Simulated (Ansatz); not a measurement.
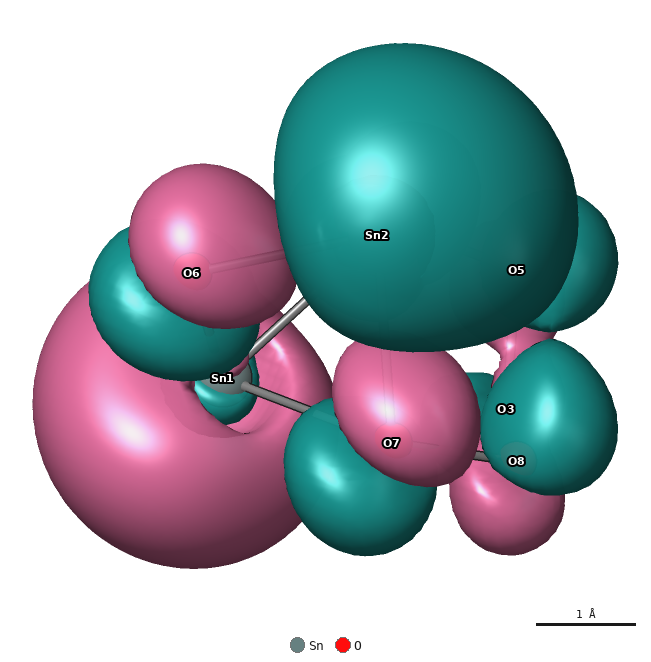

O6Sn2. One frontier orbital at ±0.06 Å⁻³ᐟ² (teal and pink are the two phases), seen at a tilt.

Geometry: B3LYP-D4/def2-SVP; core potentials replace the inner electrons of Sn.

Method: Ansatz, RKS PBE0-D4/def2-TZVP.

The calculation's input:

```
crystal:
  periodic: [false, false, false]
  atoms:
    - {symbol: Sn, position_ang: [1.525190, 1.090724, -0.044135]}
    - {symbol: Sn, position_ang: [-0.339922, -0.649733, 1.786885]}
    - {symbol: O, position_ang: [-0.631041, -0.056465, -1.704839]}
    - {symbol: O, position_ang: [0.720122, -1.113068, -0.187104]}
    - {symbol: O, position_ang: [-0.241270, -1.331672, -1.225464]}
    - {symbol: O, position_ang: [1.321169, 0.507577, 1.871480]}
    - {symbol: O, position_ang: [-0.798916, 1.030679, 0.303856]}
    - {symbol: O, position_ang: [-1.555332, 0.521969, -0.800679]}
basis:
  gaussian: {orbitals: def2-TZVP, initial_orbitals: start.molden}
hamiltonian: {xc: pbe0, dispersion: d4}
scf: {omitted_lower_state_checks: [starts]}
output: {orbitals: {seedname: orbitals}}
```

Run with:

```sh
ansatz run in.yaml --threads 4 --pin off --events-out ev --progress --plain --max-ram 8704MiB
```

Which orbital is it: HOMO or LUMO?

The HOMO, at −7.16 eV. By Hirshfeld shares it lies mainly on Sn2 (about 25 %), Sn1 (about 25 %), O6 (about 10 %), O4 (about 10 %) and O7 (about 10 %).
